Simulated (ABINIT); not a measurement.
## Converging GW for SnO2 (Cassiterite) in ABINIT

Aim: raise bands and screening cutoff together for SnO2 (Cassiterite) and follow gap and time.

Method: PBE and many-body steps on it, plane waves, in ABINIT 10.8.3.

## 1. The starting structure

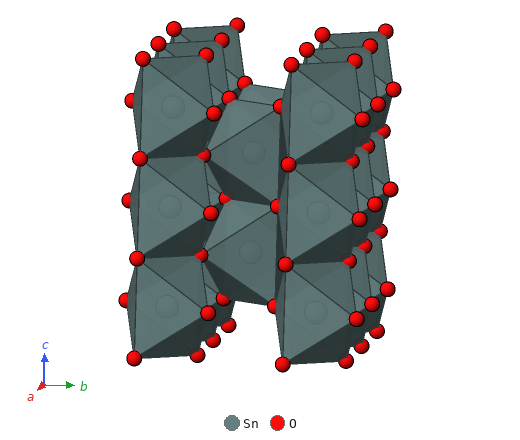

The cell as given, slightly off an axis (tin teal, oxygen red). 2×1×2 cells are drawn. Some periodic images of atoms are drawn too.

The cell and positions come from the Crystallography Open Database and are kept as given unless a step says otherwise.

## 2. Empty states on the mesh, 2×2×4 mesh, 436 bands

This step: ABINIT 10.8.3; DFT, PBE, plane waves, norm-conserving pseudopotentials.

The sums over transitions need many empty states on a uniform mesh; this step solves for them.

Contents of run.abi:

```
acell 3*1.0 Angstrom
rprim 
  4.738000000000 0.000000000000 0.000000000000
  0.000000000000 4.738000000000 0.000000000000
  0.000000000000 0.000000000000 3.186500000000
ntypat 2
znucl 50 8
natom 6
typat 1 1 2 2 2 2
xred 
  0.000000000000 0.000000000000 0.000000000000
  0.500000000000 0.500000000000 0.500000000000
  0.307100000000 0.307100000000 0.000000000000
  0.192900000000 0.807100000000 0.500000000000
  0.692900000000 0.692900000000 0.000000000000
  0.807100000000 0.192900000000 0.500000000000
pp_dirpath "pseudos"
pseudos "Sn.upf, O.upf"
ecut 42
ngkpt 2 2 4
nshiftk 1
shiftk 0 0 0
kptopt 1
chksymbreak 0
iscf -2
irdden 1
istwfk *1
nband 436
nbdbuf 38
tolwfr 1e-09
nstep 60
prtvol 0
indata_prefix "in"
outdata_prefix "out"
tmpdata_prefix "tmp"
```

The run is started by

```sh
$ OMP_NUM_THREADS=1 mpirun -n 8 abinit run.abi > log
```

Numbers of over 12 decimals in the logs are rounded to 6 here.

The log of the run:

```text
.Version 10.8.3 of ABINIT. v10.8.2 released Aug 2026.

 Symmetries : space group P4_2/m n m (#136); Bravais tP (primitive tetrag.)
[... echo of the input left out ...]
== DATASET  1 ==================================================================
-   mpi_nproc: 8, omp_nthreads: 1 (-1 if OMP is not activated)
-    --> not optimal distribution: autoparal keyword recommended in input file <--

--- !DatasetInfo
iteration_state: {dtset: 1, }
dimensions: {natom: 6, nkpt: 9, mband: 436, nsppol: 1, nspinor: 1, nspden: 1, mpw: 6312, }
cutoff_energies: {ecut:  42.0, pawecutdg:  -1.0, }
[...]
6.39892    6.41270    6.44426    6.44427    6.45116    6.45904    6.47202    6.48152
   6.51990    6.52060    6.53492    6.56541    6.56678    6.57215    6.57410    6.57576
   6.58024    6.58210    6.58942    6.59997
 prteigrs : prtvol=0 or 1, do not print more k-points.

== END DATASET(S) ==============================================================
================================================================================

 -outvars: echo values of variables after computation  --------
            nband         436
             nkpt           9
          spgroup         136
 [... the other variables as echoed above ...]

 Calculation completed.
```

Wall time 7.5 min (8 MPI ranks of Arm Neoverse V1, shared host); peak memory 0.94 GiB.

This step gave:

```
gap                                                           : 1.284 eV
k of the valence top                                          : 0, 0, 0
k of the conduction bottom                                    : 0, 0, 0
least direct gap                                              : 1.284 eV
k points computed                                             : 9
lowest point of the top converged band, above the valence top : 158.8982 eV
```

On this mesh the gap is 1.284 eV.

The density comes from a self-consistent run that is not shown.

## 3. Screening, 2×2×4 mesh, 106 bands, screening to 93.3 eV

The RPA dielectric matrix is built and inverted for each q.

This step: RPA screening on PBE, plane waves, norm-conserving pseudopotentials.

run.abi: that of step 2 with these lines changed.

```diff
@@ -24,10 +24,11 @@
 chksymbreak 0
-iscf -2
-irdden 1
 istwfk *1
-nband 436
-nbdbuf 38
-tolwfr 1e-09
-nstep 60
-prtvol 0
+occopt 1
+irdwfk 1
+optdriver 3
+nband 106
+ecuteps 3.43
+inclvkb 2
+awtr 1
+symchi 1
 indata_prefix "in"
```

The log of the run:

```text
.Version 10.8.3 of ABINIT. v10.8.2 released Aug 2026.

 Symmetries : space group P4_2/m n m (#136); Bravais tP (primitive tetrag.)
[... echo of the input left out ...]
== DATASET  1 ==================================================================
-   mpi_nproc: 8, omp_nthreads: 1 (-1 if OMP is not activated)

--- !DatasetInfo
iteration_state: {dtset: 1, }
dimensions: {natom: 6, nkpt: 9, mband: 106, nsppol: 1, nspinor: 1, nspden: 1, mpw: 6312, }
cutoff_energies: {ecut:  42.0, pawecutdg:  -1.0, }
electrons: {nelect:   6.80000000E+01, charge:   0.00000000E+00, occopt:   1.00000000E+00, tsmear:   1.00000000E-02, }

 SCREENING: Calculation of the susceptibility and dielectric matrices

 Based on a program developped by R.W. Godby, V. Olevano, G. Onida, and L. Reining.
 Incorporated in ABINIT by V. Olevano, G.-M. Rignanese, and M. Torrent.
.Using double precision arithmetic ; gwpc =  8

[... cell and pseudopotentials left out ...]
--------------------------------------------------------------------------------

 ==== K-mesh for the wavefunctions ====
 Number of points in the irreducible wedge :     9
[... list of points left out ...]
 Together with 16 symmetry operations and time-reversal symmetry
 yields    16 points in the full Brillouin Zone.

 ==== Q-mesh for the screening function ====
 Number of points in the irreducible wedge :     9
[... list of points left out ...]
 Together with 16 symmetry operations and time-reversal symmetry
 yields    16 points in the full Brillouin Zone.

 setmesh: FFT mesh size selected  =    36x   36x   24
          total number of points  =        31104

 vcoul_init : cutoff-mode = AUXILIARY_FUNCTION
 q-points for optical limit:   1
     1)      0.000010    0.000020    0.000030

- screening: taking advantage of time-reversal symmetry
- Maximum band index for partially occupied states nbvw = 34
- Remaining bands to be divided among processors   nbcw = 72
- Number of bands treated by each node ~9

 Number of electrons calculated from density =   68.0000; Expected =   68.0000
 average of density, n =  0.140867
 r_s =    1.1923
 omega_plasma =   36.2043 [eV]

 calculating chi0 at frequencies [eV] :
  1    0.000000E+00    0.000000E+00
  2    0.000000E+00    3.620427E+01

--------------------------------------------------------------------------------
  q-point number  1        q = ( 0.000000, 0.000000, 0.000000) [r.l.u.]
--------------------------------------------------------------------------------
[... chi0 elements left out ...]
 For q-point:  0.000010 0.000020 0.000030
  dielectric constant =   5.1382
  dielectric constant without local fields =   5.3463

  Average fulfillment of the sum rule on Im[epsilon] for q-point    1 :     42.47  [%]
[... wings left out ...]
  q-point number  2        q = ( 0.500000, 0.000000, 0.000000) [r.l.u.]
--------------------------------------------------------------------------------
[... chi0 elements left out ...]
  Average fulfillment of the sum rule on Im[epsilon] for q-point    2 :     51.23  [%]

 [... 7 further q-points ...]
```

Run time: 32 s. Hardware: 8 MPI ranks; peak memory 2.5 GiB.

Numbers from this step:

```yaml
eps_infinity_with_local_fields_on_this_mesh_along_the_program_s_q_direction: 5.138
the_same_without_local_fields: 5.346
plasma_frequency: 36.20 eV
plane_waves_in_the_screening_matrix: 161
```

Local fields lower ε∞ by 4 %. On a Γ-centred mesh this coarse the value itself is usually too large, while a short band sum pulls it down.

## 4. 106 bands, 93.3 eV

The self-energy is evaluated for the states that the input lists, and the levels follow from it, in one-shot runs by the linearised quasiparticle equation.

This step: G0W0 on PBE, plane waves, norm-conserving pseudopotentials.

run.abi: that of step 3 with these lines changed.

```diff
@@ -27,8 +27,25 @@
 irdwfk 1
-optdriver 3
+optdriver 4
 nband 106
+gwcalctyp 0
+ecutsigx 42
+symsigma 1
+nkptgw 6
+kptgw 
+  0.0000000000 0.0000000000 0.0000000000
+  0.5000000000 0.0000000000 0.0000000000
+  0.5000000000 0.5000000000 0.0000000000
+  0.0000000000 0.0000000000 0.5000000000
+  0.5000000000 0.0000000000 0.5000000000
+  0.5000000000 0.5000000000 0.5000000000
+bdgw 
+  32 36
+  33 36
+  33 36
+  33 36
+  33 36
+  33 36
 ecuteps 3.43
-inclvkb 2
-awtr 1
-symchi 1
+irdscr 1
+ppmodel 1
 indata_prefix "in"
```

The log of the run:

```text
.Version 10.8.3 of ABINIT. v10.8.2 released Aug 2026.

 Symmetries : space group P4_2/m n m (#136); Bravais tP (primitive tetrag.)
[... echo of the input left out ...]
== DATASET  1 ==================================================================
-   mpi_nproc: 8, omp_nthreads: 1 (-1 if OMP is not activated)

--- !DatasetInfo
iteration_state: {dtset: 1, }
dimensions: {natom: 6, nkpt: 9, mband: 106, nsppol: 1, nspinor: 1, nspden: 1, mpw: 6312, }
cutoff_energies: {ecut:  42.0, pawecutdg:  -1.0, }
electrons: {nelect:   6.80000000E+01, charge:   0.00000000E+00, occopt:   1.00000000E+00, tsmear:   1.00000000E-02, }

 SIGMA: Calculation of the GW corrections

 Based on a program developped by R.W. Godby, V. Olevano, G. Onida, and L. Reining.
 Incorporated in ABINIT by V. Olevano, G.-M. Rignanese, and M. Torrent.
.Using double precision arithmetic ; gwpc =  8

[... cell and pseudopotentials left out ...]
--------------------------------------------------------------------------------

 ==== K-mesh for the wavefunctions ====
 Number of points in the irreducible wedge :     9
[... list of points left out ...]
 Together with 16 symmetry operations and time-reversal symmetry
 yields    16 points in the full Brillouin Zone.

 ==== Q-mesh for screening function ====
 Number of points in the irreducible wedge :     9
[... list of points left out ...]
 Together with 16 symmetry operations and time-reversal symmetry
 yields    16 points in the full Brillouin Zone.

 vcoul_init : cutoff-mode = AUXILIARY_FUNCTION
 q-points for optical limit:   1
     1)      0.000010    0.000020    0.000030
 setmesh: FFT mesh size selected  =    54x   54x   36
          total number of points  =       104976

 Number of electrons calculated from density =   68.0000; Expected =   68.0000
 average of density, n =  0.140867
 r_s =    1.1923
 omega_plasma =   36.2043 [eV]

 === KS Band Gaps ===
  >>>> For spin  1
   Minimum direct gap =   1.2836 [eV], located at k-point      :   0.0000  0.0000  0.0000
   Fundamental gap    =   1.2836 [eV], Top of valence bands at :   0.0000  0.0000  0.0000
                                       Bottom of conduction at :   0.0000  0.0000  0.0000
 SIGMA fundamental parameters:
 PLASMON POLE MODEL  1
 number of plane-waves for SigmaX                 6273
 number of plane-waves for SigmaC and W            161
 number of plane-waves for wavefunctions          6273
 number of bands                                   106
 number of independent spin polarizations            1
 number of spinorial components                      1
 number of k-points in IBZ                           9
 number of q-points in IBZ                           9
 number of symmetry operations                      16
 number of k-points in BZ                           16
 number of q-points in BZ                           16
 number of frequencies for dSigma/dE                 9
 frequency step for dSigma/dE [eV]                0.25
 number of omega for Sigma on real axis              0
 max omega for Sigma on real axis  [eV]           0.00
 zcut for avoiding poles [eV]                     0.10

 EPSILON^-1 parameters (SCR file):
 dimension of the eps^-1 matrix on file            161
 dimension of the eps^-1 matrix used               161
 number of plane-waves for wavefunctions          6273
 number of bands                                   106
 number of q-points in IBZ                           9
 number of frequencies                               2
 number of real frequencies                          1
 number of imag frequencies                          1

 matrix elements of self-energy operator (all in [eV])

 Perturbative Calculation

--- !SelfEnergy_ee
iteration_state: {dtset: 1, }
kpoint     : [   0.000,    0.000,    0.000, ]
spin       : 1
KS_gap     :    1.284
QP_gap     :    2.652
Delta_QP_KS:    1.368
data: !SigmaeeData |
     Band     E0 <VxcDFT>   SigX SigC(E0)      Z dSigC/dE  Sig(E)    E-E0       E
       32   6.013 -20.019 -25.554   5.238   0.794  -0.259 -20.255  -0.236   5.777
       33   6.013 -20.019 -25.554   5.238   0.794  -0.259 -20.255  -0.236   5.777
       34   6.777 -20.354 -26.147   5.497   0.794  -0.260 -20.589  -0.235   6.542
       35   8.061 -16.496 -12.268  -2.888   0.846  -0.183 -15.363   1.133   9.194
       36  12.920 -16.300 -10.641  -3.621   0.840  -0.190 -14.587   1.713  14.632

--- !SelfEnergy_ee
iteration_state: {dtset: 1, }
kpoint     : [   0.500,    0.000,    0.000, ]
spin       : 1
KS_gap     :    5.069
QP_gap     :    6.967
Delta_QP_KS:    1.898
data: !SigmaeeData |
     Band     E0 <VxcDFT>   SigX SigC(E0)      Z dSigC/dE  Sig(E)    E-E0       E
       33   6.148 -19.923 -25.544   5.269   0.795  -0.258 -20.203  -0.280   5.867
[...]
--- !SelfEnergy_ee
iteration_state: {dtset: 1, }
kpoint     : [   0.500,    0.500,    0.000, ]
spin       : 1
KS_gap     :    5.725
QP_gap     :    7.904
Delta_QP_KS:    2.180
data: !SigmaeeData |
     Band     E0 <VxcDFT>   SigX SigC(E0)      Z dSigC/dE  Sig(E)    E-E0       E
[...]
--- !SelfEnergy_ee
iteration_state: {dtset: 1, }
kpoint     : [   0.000,    0.000,    0.500, ]
spin       : 1
KS_gap     :    7.473
QP_gap     :   10.097
Delta_QP_KS:    2.623
data: !SigmaeeData |
     Band     E0 <VxcDFT>   SigX SigC(E0)      Z dSigC/dE  Sig(E)    E-E0       E
[...]
--- !SelfEnergy_ee
iteration_state: {dtset: 1, }
kpoint     : [   0.500,    0.000,    0.500, ]
spin       : 1
KS_gap     :    7.199
QP_gap     :    9.473
Delta_QP_KS:    2.274
data: !SigmaeeData |
     Band     E0 <VxcDFT>   SigX SigC(E0)      Z dSigC/dE  Sig(E)    E-E0       E
[...]
--- !SelfEnergy_ee
iteration_state: {dtset: 1, }
kpoint     : [   0.500,    0.500,    0.500, ]
spin       : 1
KS_gap     :    5.756
QP_gap     :    7.859
Delta_QP_KS:    2.103
data: !SigmaeeData |
     Band     E0 <VxcDFT>   SigX SigC(E0)      Z dSigC/dE  Sig(E)    E-E0       E
[...]
34   5.951 -19.569 -25.632   5.560   0.791  -0.263 -19.968  -0.399   5.552
       35  11.707 -17.029 -11.679  -3.323   0.841  -0.189 -15.325   1.705  13.412
       36  11.707 -17.029 -11.679  -3.323   0.841  -0.189 -15.325   1.705  13.412

== END DATASET(S) ==============================================================
================================================================================

 -outvars: echo values of variables after computation  --------
           etotal      0.0000000000E+00
            nband         106
             nkpt           9
          spgroup         136
 [... the other variables as echoed above ...]

 Calculation completed.
```

It took 9.9 s on 8 MPI ranks; peak memory 1.6 GiB; 78 s of CPU time.

This step gave:

| Quantity | Value |
| --- | --- |
| G0W0 gap on the mesh | 2.652 eV |
| starting gap on the mesh | 1.284 eV |
| k of the valence top | 0, 0, 0 |
| k of the conduction bottom | 0, 0, 0 |
| Z at the valence top | 0.794 |
| Z at the conduction bottom | 0.846 |
| least direct G0W0 gap on the computed points | 2.652 eV |

The gap on the mesh goes from 1.28 eV to 2.65 eV, a correction of +1.37 eV.

## 5. Screening, 2×2×4 mesh, 143 bands, screening to 123.5 eV

This step: RPA screening on PBE, plane waves, norm-conserving pseudopotentials.

run.abi: that of step 4 with these lines changed.

```diff
@@ -27,25 +27,8 @@
 irdwfk 1
-optdriver 4
-nband 106
-gwcalctyp 0
-ecutsigx 42
-symsigma 1
-nkptgw 6
-kptgw 
-  0.0000000000 0.0000000000 0.0000000000
-  0.5000000000 0.0000000000 0.0000000000
-  0.5000000000 0.5000000000 0.0000000000
-  0.0000000000 0.0000000000 0.5000000000
-  0.5000000000 0.0000000000 0.5000000000
-  0.5000000000 0.5000000000 0.5000000000
-bdgw 
-  32 36
-  33 36
-  33 36
-  33 36
-  33 36
-  33 36
-ecuteps 3.43
-irdscr 1
-ppmodel 1
+optdriver 3
+nband 143
+ecuteps 4.54
+inclvkb 2
+awtr 1
+symchi 1
 indata_prefix "in"
```

The log of the run:

```text
.Version 10.8.3 of ABINIT. v10.8.2 released Aug 2026.

 Symmetries : space group P4_2/m n m (#136); Bravais tP (primitive tetrag.)
[... echo of the input left out ...]
== DATASET  1 ==================================================================
-   mpi_nproc: 8, omp_nthreads: 1 (-1 if OMP is not activated)

--- !DatasetInfo
iteration_state: {dtset: 1, }
dimensions: {natom: 6, nkpt: 9, mband: 143, nsppol: 1, nspinor: 1, nspden: 1, mpw: 6312, }
cutoff_energies: {ecut:  42.0, pawecutdg:  -1.0, }
electrons: {nelect:   6.80000000E+01, charge:   0.00000000E+00, occopt:   1.00000000E+00, tsmear:   1.00000000E-02, }

 SCREENING: Calculation of the susceptibility and dielectric matrices

 Based on a program developped by R.W. Godby, V. Olevano, G. Onida, and L. Reining.
 Incorporated in ABINIT by V. Olevano, G.-M. Rignanese, and M. Torrent.
.Using double precision arithmetic ; gwpc =  8

[... cell and pseudopotentials left out ...]
--------------------------------------------------------------------------------

 ==== K-mesh for the wavefunctions ====
 Number of points in the irreducible wedge :     9
[... list of points left out ...]
 Together with 16 symmetry operations and time-reversal symmetry
 yields    16 points in the full Brillouin Zone.

 ==== Q-mesh for the screening function ====
 Number of points in the irreducible wedge :     9
[... list of points left out ...]
 Together with 16 symmetry operations and time-reversal symmetry
 yields    16 points in the full Brillouin Zone.

 setmesh: FFT mesh size selected  =    36x   36x   24
          total number of points  =        31104

 vcoul_init : cutoff-mode = AUXILIARY_FUNCTION
 q-points for optical limit:   1
     1)      0.000010    0.000020    0.000030

- screening: taking advantage of time-reversal symmetry
- Maximum band index for partially occupied states nbvw = 34
- Remaining bands to be divided among processors   nbcw = 109
- Number of bands treated by each node ~13

 Number of electrons calculated from density =   68.0000; Expected =   68.0000
 average of density, n =  0.140867
 r_s =    1.1923
 omega_plasma =   36.2043 [eV]

 calculating chi0 at frequencies [eV] :
  1    0.000000E+00    0.000000E+00
  2    0.000000E+00    3.620427E+01

--------------------------------------------------------------------------------
  q-point number  1        q = ( 0.000000, 0.000000, 0.000000) [r.l.u.]
--------------------------------------------------------------------------------
[... chi0 elements left out ...]
 For q-point:  0.000010 0.000020 0.000030
  dielectric constant =   5.1448
  dielectric constant without local fields =   5.3727

  Average fulfillment of the sum rule on Im[epsilon] for q-point    1 :     53.87  [%]
[... wings left out ...]
  q-point number  2        q = ( 0.500000, 0.000000, 0.000000) [r.l.u.]
--------------------------------------------------------------------------------
[... chi0 elements left out ...]
  Average fulfillment of the sum rule on Im[epsilon] for q-point    2 :     62.11  [%]

 [... 7 further q-points ...]
```

It took 51 s on 8 MPI ranks; peak memory 2.9 GiB; 6.8 min of CPU time.

This step gave:

| Quantity | Value |
| --- | --- |
| ε∞ with local fields, on this mesh, along the program's q direction | 5.145 |
| the same without local fields | 5.373 |
| plasma frequency | 36.20 eV |
| plane waves in the screening matrix | 217 |

[end of part 1 of 2]

[Paths, hosts, dates, memory and timing lines, banners, echoed tables and standing remarks are left out of the program output.]

[Logs are printed without paths, hosts, clocks, repeated set-up lines and the standing remarks that a program may print on its own settings, such as how far it seeks lower states.]

[Runs of the session that timed out or met a known fault of the program may be left out.]

[Hosts, paths, dates, database ids (printed as entryN), source tags and the programs' standing remarks are cut or masked in the printed files.]

[G0W0 gaps are taken among the corrected bands and points alone; a level outside them can change the order at an edge.]

[Where Ansatz stands beside ABINIT at settings called matched, ABINIT's density can come from a denser mesh and the files from another edition; pairs whose starting gaps differed by over 0.03 eV were left out, so agreement reads better than it is.]
